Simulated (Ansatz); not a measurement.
# La2SiF: the cost of one run

Program: Ansatz 0.2.0. Level of theory: DFT PBE, scalar-relativistic, plane waves, PAW. These are calculated values, not measurements.

## (1) The starting structure

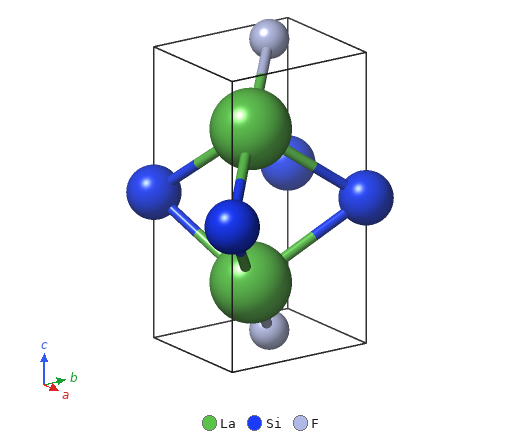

The starting structure, seen slightly off an axis (lanthanum green, silicon blue, fluorine light blue). Atoms on the faces are drawn again on the opposite ones.

Structure file:

```cif
data_structure
_symmetry_space_group_name_H-M 'P 1'
_symmetry_Int_Tables_number 1
_cell_length_a 3.9431
_cell_length_b 3.9431
_cell_length_c 5.4271
_cell_angle_alpha 90.000
_cell_angle_beta 90.000
_cell_angle_gamma 120.000
_cell_volume 73.08
loop_
_atom_site_label
_atom_site_type_symbol
_atom_site_fract_x
_atom_site_fract_y
_atom_site_fract_z
_atom_site_occupancy
La1 La 0.66667 0.33333 0.23634 1
La2 La 0.66667 0.33333 0.76366 1
Si1 Si 0.00000 0.00000 0.50000 1
F1 F 0.33333 0.66667 0.00000 1
```

A structure generator made this guess: species swapped into a database cell of Co2SbAs (P-6m2, No. 187), with La on the Co sites, Si on the Sb sites and F on the As sites. Its size is a rough estimate.

## (2) Probe: one point on a coarse mesh

The input, input.yaml:

```yaml
crystal:
  lattice:
    - [3.9430807, 0.0, 0.0]
    - [-1.97154035, 3.41480805, 0.0]
    - [0.0, 0.0, 5.42709188]
  atoms:
    - { symbol: La, position: [0.66666667, 0.33333333, 0.23633599] }
    - { symbol: La, position: [0.66666667, 0.33333333, 0.76366401] }
    - { symbol: Si, position: [0.0, 0.0, 0.5] }
    - { symbol: F, position: [0.33333333, 0.66666667, 0.0] }
basis:
  ecutwfc: 420
kpoints:
  mp_grid: { grid: [6, 6, 4] }
hamiltonian:
  xc: pbe
scf:
  occupations: { method: gaussian, width: 0.1 }
  lower_state_search: "off"
output:
  forces: true
  stress: true
  eigenvalues: true
```

On the command line:

```bash
$ ansatz run input.yaml --threads 1 --pin off --max-ram 2560MiB --backend cpu --events-out ev --progress --plain --runs-dir out
```

Q: Estimate wall time and peak memory on 1 thread of Intel Xeon 6975P-C (Granite Rapids), shared host.

About 2 s, with a peak of 0.34 GiB.
